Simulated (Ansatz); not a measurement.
## CH$_{8}$GeN$_{2}$OS: nudged elastic band (part 2 of 2)

CH$_{8}$GeN$_{2}$OS, SMILES C[S][Ge]([NH2])([NH2])[OH]; RHF/def2-mTZVP (Ansatz 0.2.0). It belongs to a series of runs on one base structure; here: band between the two ends.

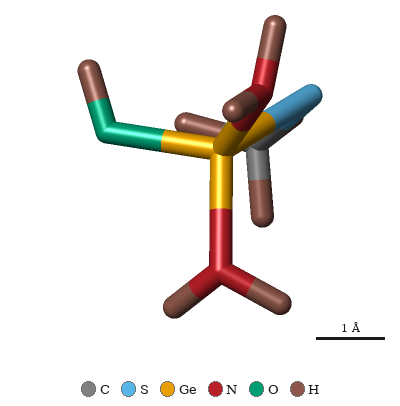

The input geometry (stick view, seen at an oblique angle). Sticks mark near contacts.

**The last band as extended XYZ, continued**
```
14
Properties=species:S:1:pos:R:3:forces:R:3 image=7 energy=-73453.00130
C    -0.8582   -0.6285    2.1875    0.0022   0.0017   0.0038
S     0.6267   -1.0827    1.2062   -0.0014  -0.0056  -0.0015
Ge    0.3259    0.0764   -0.6698    0.0150   0.0311  -0.0064
N     1.6900   -0.4662   -1.7249   -0.0315  -0.0121  -0.0165
N     0.3363    1.8827   -0.6227    0.0024  -0.0035   0.0127
O    -1.3163   -0.2173   -1.2429    0.0171  -0.0281   0.0189
H    -1.1228   -1.4844    2.7879    0.0102   0.0014   0.0139
H    -0.6333    0.2029    2.8362   -0.0098   0.0137  -0.0140
H    -1.6919   -0.3790    1.5512   -0.0032  -0.0153  -0.0109
H     1.9042   -1.4394   -1.7801    0.0038   0.0089   0.0064
H     1.7635   -0.0374   -2.6241    0.0073   0.0009   0.0116
H    -0.5388    2.3291   -0.4454    0.0045   0.0017   0.0027
H     1.0714    2.3399   -0.1265    0.0020  -0.0055  -0.0017
H    -1.5696   -1.1252   -1.3038   -0.0184   0.0107  -0.0190
14
Properties=species:S:1:pos:R:3:forces:R:3 image=8 energy=-73453.01900
C    -0.8373   -0.5924    2.1946   -0.0077  -0.0031   0.0069
S     0.6761   -1.0193    1.2497   -0.0038   0.0052  -0.0009
Ge    0.3193    0.0651   -0.6610    0.0037  -0.0038  -0.0032
N     1.6732   -0.4810   -1.7246   -0.0004  -0.0052   0.0005
N     0.2972    1.8719   -0.6455    0.0043   0.0043   0.0008
O    -1.3217   -0.2742   -1.2096   -0.0060  -0.0004   0.0033
H    -0.7905   -1.1439    3.1210   -0.0029   0.0093  -0.0117
H    -0.8679    0.4631    2.4172    0.0002  -0.0133  -0.0022
H    -1.7270   -0.8772    1.6564    0.0126   0.0046   0.0079
H     1.9209   -1.4469   -1.7517    0.0004   0.0015   0.0006
H     1.7466   -0.0661   -2.6295    0.0000   0.0018  -0.0008
H    -0.5870    2.3074   -0.4874   -0.0014  -0.0029  -0.0002
H     1.0179    2.3472   -0.1452   -0.0007   0.0018   0.0013
H    -1.5328   -1.1829   -1.3555    0.0018   0.0003  -0.0021
```

The run was set up as follows.

**The input**
```yaml
crystal:
  periodic: [false, false, false]
  atoms:
    - { symbol: C, position_ang: [-0.881389, -0.656788, 2.160717] }
    - { symbol: S, position_ang: [0.614834, -1.112601, 1.202462] }
    - { symbol: Ge, position_ang: [0.327079, 0.082206, -0.653054] }
    - { symbol: "N", position_ang: [1.645954, -0.493737, -1.744239] }
    - { symbol: "N", position_ang: [0.414107, 1.884518, -0.546206] }
    - { symbol: O, position_ang: [-1.330424, -0.130013, -1.215985] }
    - { symbol: H, position_ang: [-0.856985, 0.384664, 2.441097] }
    - { symbol: H, position_ang: [-1.779745, -0.862677, 1.6022] }
    - { symbol: H, position_ang: [-0.872945, -1.259657, 3.055243] }
    - { symbol: H, position_ang: [1.836017, -1.469788, -1.820081] }
    - { symbol: H, position_ang: [1.75349, -0.035772, -2.624601] }
    - { symbol: H, position_ang: [-0.446838, 2.362211, -0.380933] }
    - { symbol: H, position_ang: [1.149295, 2.288988, -0.0062] }
    - { symbol: H, position_ang: [-1.585349, -1.010755, -1.44162] }
basis:
  gaussian: { orbitals: def2-mTZVP }
hamiltonian:
  xc: hf
neb:
  order_check: false
  images: 7
  f_tol: 0.05
  max_iterations: 60
  final_atoms:
    - { symbol: C, position_ang: [-0.83725308, -0.59240371, 2.19456538] }
    - { symbol: S, position_ang: [0.67611336, -1.01926794, 1.24974481] }
    - { symbol: Ge, position_ang: [0.31926538, 0.06509576, -0.66099765] }
    - { symbol: "N", position_ang: [1.67323835, -0.48104612, -1.7245861] }
    - { symbol: "N", position_ang: [0.29722067, 1.8719264, -0.64550947] }
    - { symbol: O, position_ang: [-1.32170301, -0.27422042, -1.20962668] }
    - { symbol: H, position_ang: [-0.79050811, -1.14389276, 3.12099768] }
    - { symbol: H, position_ang: [-0.86793035, 0.4630938, 2.41717897] }
    - { symbol: H, position_ang: [-1.72697818, -0.8772492, 1.65640876] }
    - { symbol: H, position_ang: [1.92093015, -1.44686096, -1.75171315] }
    - { symbol: H, position_ang: [1.74658003, -0.06610967, -2.62952775] }
    - { symbol: H, position_ang: [-0.58700708, 2.30742211, -0.48743717] }
    - { symbol: H, position_ang: [1.01788509, 2.34723826, -0.14516295] }
    - { symbol: H, position_ang: [-1.53275222, -1.18292656, -1.35553468] }
  initial_path:
    images:
      - { positions_ang: [[-0.881389, -0.656788, 2.160717], [0.614834, -1.112601, 1.202462], [0.327079, 0.082206, -0.653054], [1.645954, -0.493737, -1.744239], [0.414107, 1.884518, -0.546206], [-1.330424, -0.130013, -1.215985], [-0.856985, 0.384664, 2.441097], [-1.779745, -0.862677, 1.6022], [-0.872945, -1.259657, 3.055243], [1.836017, -1.469788, -1.820081], [1.75349, -0.035772, -2.624601], [-0.446838, 2.362211, -0.380933], [1.149295, 2.288988, -0.0062], [-1.585349, -1.010755, -1.44162]] }
      - { positions_ang: [[-0.88278181, -0.62805795, 2.12139867], [0.60318748, -1.12460534, 1.20608011], [0.32598305, 0.07717589, -0.65240046], [1.67284108, -0.4791431, -1.77143865], [0.44677115, 1.87915319, -0.47320077], [-1.31107758, -0.15063251, -1.25339603], [-1.05954681, 0.23093097, 2.13360169], [-1.6794117, -0.98211526, 1.8527326], [-0.83331537, -0.85262967, 2.94895404], [1.75550882, -1.46396655, -1.87918551], [1.68839834, -0.00168514, -2.64459491], [-0.40740953, 2.31175151, -0.20731091], [1.18823601, 2.21199862, 0.09645535], [-1.52028213, -1.05737566, -1.44889521]] }
      - { positions_ang: [[-0.88417462, -0.5993279, 2.08208034], [0.59154097, -1.13660968, 1.20969823], [0.32488711, 0.07214579, -0.65174692], [1.69972816, -0.4645492, -1.7986383], [0.4794353, 1.87378838, -0.40019554], [-1.29173116, -0.17125203, -1.29080707], [-1.26210861, 0.07719793, 1.82610638], [-1.5790784, -1.10155352, 2.1032652], [-0.79368575, -0.44560234, 2.84266508], [1.67500064, -1.45814509, -1.93829002], [1.62330668, 0.03240173, -2.66458883], [-0.36798106, 2.26129203, -0.03368883], [1.22717701, 2.13500923, 0.1991107], [-1.45521527, -1.10399633, -1.45617042]] }
      - { positions_ang: [[-0.88556743, -0.57059785, 2.04276201], [0.57989445, -1.14861402, 1.21331634], [0.32379116, 0.06711568, -0.65109338], [1.72661523, -0.4499553, -1.82583795], [0.51209945, 1.86842357, -0.32719031], [-1.27238474, -0.19187154, -1.3282181], [-1.46467042, -0.0765351, 1.51861106], [-1.4787451, -1.22099178, 2.3537978], [-0.75405612, -0.03857501, 2.73637612], [1.59449246, -1.45232364, -1.99739454], [1.55821501, 0.06648859, -2.68458274], [-0.32855258, 2.21083254, 0.13993326], [1.26611802, 2.05801985, 0.30176605], [-1.3901484, -1.15061699, -1.46344563]] }
      - { positions_ang: [[-0.88696024, -0.5418678, 2.00344368], [0.56824794, -1.16061837, 1.21693446], [0.32269521, 0.06208558, -0.65043984], [1.75350231, -0.4353614, -1.8530376], [0.5447636, 1.86305875, -0.25418507], [-1.25303832, -0.21249106, -1.36562914], [-1.66723223, -0.23026814, 1.21111575], [-1.3784118, -1.34043004, 2.60433039], [-0.7144265, 0.36845232, 2.63008716], [1.51398429, -1.44650218, -2.05649905], [1.49312335, 0.10057546, -2.70457666], [-0.28912411, 2.16037305, 0.31355535], [1.30505902, 1.98103046, 0.4044214], [-1.32508153, -1.19723765, -1.47072084]] }
      - { positions_ang: [[-0.87453345, -0.55450177, 2.05122411], [0.59521429, -1.12528076, 1.22513705], [0.32183775, 0.06283812, -0.65307929], [1.73343632, -0.44678258, -1.82092473], [0.48287787, 1.86527566, -0.35201617], [-1.27020449, -0.2279234, -1.32662852], [-1.4480512, -0.45867429, 1.68858623], [-1.25079144, -0.88954908, 2.55754254], [-0.96756442, 0.05702694, 2.38666756], [1.61572075, -1.44659188, -1.98030257], [1.55648752, 0.05890418, -2.68581443], [-0.36359485, 2.19713532, 0.11330722], [1.23326554, 2.07258241, 0.26702531], [-1.3769992, -1.19365988, -1.4419243]] }
      - { positions_ang: [[-0.86210666, -0.56713575, 2.09900453], [0.62218065, -1.08994315, 1.23333964], [0.3209803, 0.06359067, -0.65571875], [1.71337033, -0.45820376, -1.78881185], [0.42099214, 1.86749258, -0.44984727], [-1.28737066, -0.24335574, -1.28762791], [-1.22887017, -0.68708045, 2.16605671], [-1.12317108, -0.43866812, 2.51075468], [-1.22070234, -0.25439844, 2.14324796], [1.71745722, -1.44668157, -1.9041061], [1.61985169, 0.01723289, -2.6670522], [-0.4380656, 2.23389758, -0.08694091], [1.16147206, 2.16413436, 0.12962923], [-1.42891688, -1.19008211, -1.41312776]] }
      - { positions_ang: [[-0.84967987, -0.57976973, 2.14678495], [0.64914701, -1.05460554, 1.24154222], [0.32012284, 0.06434321, -0.6583582], [1.69330434, -0.46962494, -1.75669898], [0.3591064, 1.86970949, -0.54767837], [-1.30453684, -0.25878808, -1.24862729], [-1.00968914, -0.9154866, 2.6435272], [-0.99555071, 0.01221284, 2.46396683], [-1.47384026, -0.56582382, 1.89982836], [1.81919369, -1.44677127, -1.82790963], [1.68321586, -0.02443839, -2.64828998], [-0.51253634, 2.27065985, -0.28718904], [1.08967857, 2.25568631, -0.00776686], [-1.48083455, -1.18650433, -1.38433122]] }
      - { positions_ang: [[-0.83725308, -0.59240371, 2.19456538], [0.67611336, -1.01926794, 1.24974481], [0.31926538, 0.06509576, -0.66099765], [1.67323835, -0.48104612, -1.7245861], [0.29722067, 1.8719264, -0.64550947], [-1.32170301, -0.27422042, -1.20962668], [-0.79050811, -1.14389276, 3.12099768], [-0.86793035, 0.4630938, 2.41717897], [-1.72697818, -0.8772492, 1.65640876], [1.92093015, -1.44686096, -1.75171315], [1.74658003, -0.06610967, -2.62952775], [-0.58700708, 2.30742211, -0.48743717], [1.01788509, 2.34723826, -0.14516295], [-1.53275222, -1.18292656, -1.35553468]] }
```

Launch command:
```bash
ansatz run input.yaml --threads 2 --pin off --max-ram 3072MiB --backend cpu --events-out ev --progress --plain --runs-dir out
```

**Key numbers**

| quantity | value |
| --- | --- |
| outcome | converged |
| barrier, forward | 0.037 eV |
| barrier, backward | 0.037 eV |
| hardware | 2 threads of Arm Neoverse V1, 24 GiB of memory available, shared host |
| wall time | 9.6 min (CPU time 19 min) |
| peak memory | 0.51 GiB |

**Remarks**

The order of the saddle point was not checked.
